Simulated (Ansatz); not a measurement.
# CH$_{4}$SSn (SMILES [CH2]1[S][SnH2]1): what the fields show

Input file:

```
crystal:
  periodic: [false, false, false]
  atoms:
    - {symbol: C, position_ang: [-0.639896, -0.336925, -0.814431]}
    - {symbol: S, position_ang: [-0.270446, -1.705678, 0.360516]}
    - {symbol: Sn, position_ang: [0.621040, 0.477774, 0.673823]}
    - {symbol: H, position_ang: [-1.677719, -0.019132, -0.820666]}
    - {symbol: H, position_ang: [-0.221187, -0.472295, -1.806616]}
    - {symbol: H, position_ang: [-0.033292, 1.354906, 1.964080]}
    - {symbol: H, position_ang: [2.282899, 0.633250, 0.397593]}
basis:
  gaussian: {orbitals: def2-TZVPP}
hamiltonian: {xc: pbe0, dispersion: d4}
output: {orbitals: {seedname: orbitals}}
```

Run with:

```sh
ansatz run in.yaml --threads 2 --pin off --events-out ev --progress --plain --max-ram 4352MiB
```

Geometry: PBE0-D4/def2-TZVP; core potentials replace the inner electrons of Sn.

All numbers below come from RKS PBE0-D4/def2-TZVPP in Ansatz.

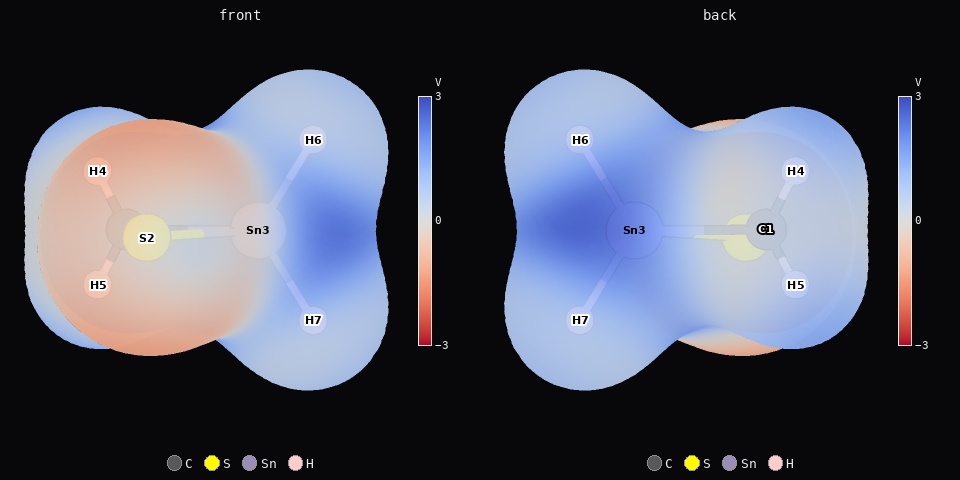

Figure 1. The electrostatic potential painted on the density surface at 0.004 e/bohr³, seen from the front and from behind; red is negative and blue positive.

Q: Which sites attract a positive test charge, and which a negative one?

A: A positive charge is drawn to the negative regions and a negative charge to the positive ones. The most negative region (about −1.2 V, or −28 kcal/mol for a unit charge) lies over S2, the most positive (about +2.6 V, or +60 kcal/mol for a unit charge) over Sn3.

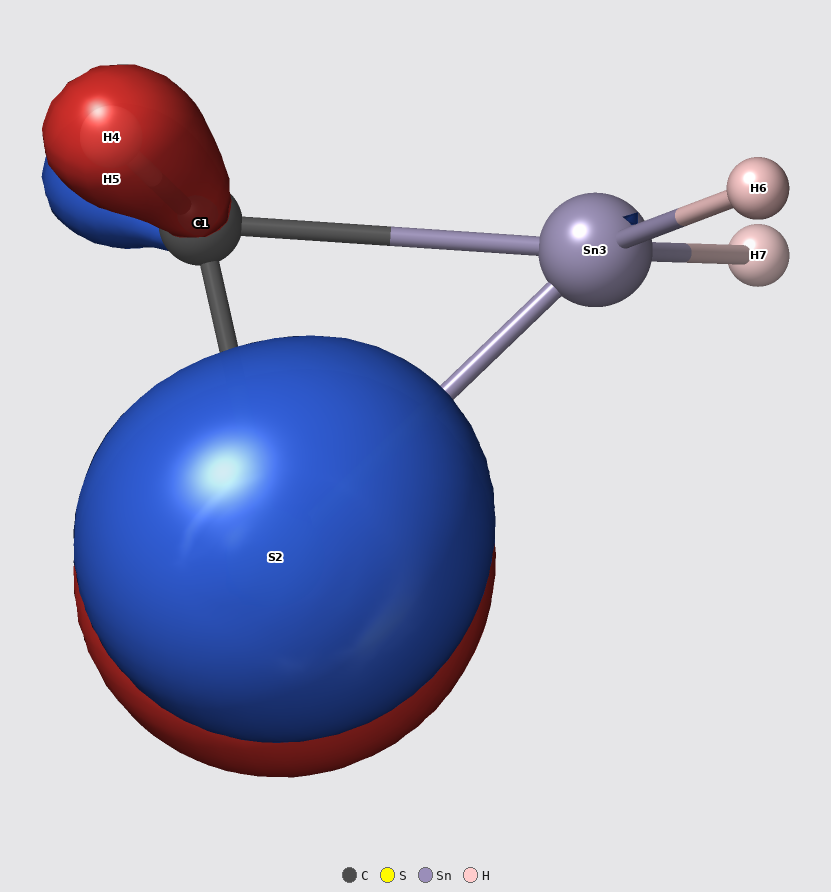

Figure 2. The HOMO at ±0.15 Å⁻³ᐟ² (blue and red are the two phases), seen from one side.

Q: Describe this orbital and give its energy.

A: Its weight (Hirshfeld) is mainly on S2 (about 80 %), Sn3 (about 5 %) and C1 (about 5 %); largely a lone pair of S2. Its energy is −6.61 eV.

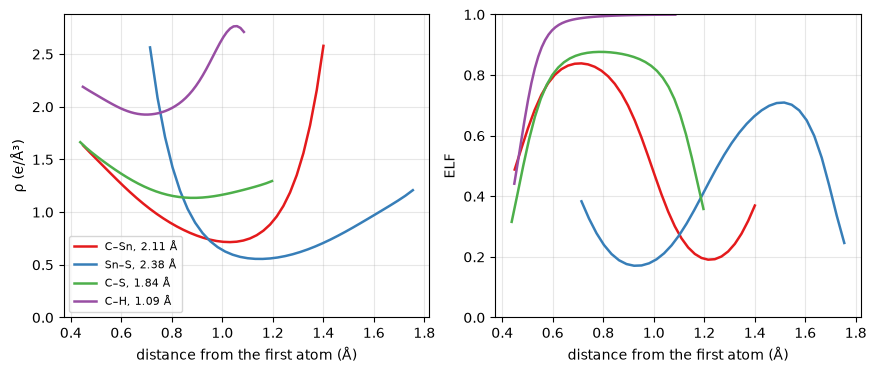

Figure 3. Electron density and electron localisation function along straight lines between neighbouring atoms. The curves leave out the atomic cores.

Q: Compare the contacts.

A: C–Sn (2.11 Å): ρ is about 0.72 e/Å³ halfway; the ELF peaks at about 0.85 in the valence shell of C, 0.7 Å from its nucleus, and drops to about 0.20 between the two atoms.
Sn–S (2.38 Å): ρ is about 0.56 e/Å³ halfway; the ELF peaks at about 0.70 in the valence shell of S, 0.9 Å from its nucleus, and drops to about 0.15 between the two atoms.
C–S (1.84 Å): ρ at the midpoint is about 1.1 e/Å³; the ELF peaks at about 0.90 between the atoms, as expected for a covalent bond.
C–H (1.09 Å): ρ at the midpoint is about 2.1 e/Å³; the ELF climbs to about 1 towards the hydrogen, as it does in any bond to H: a covalent bond by its length.
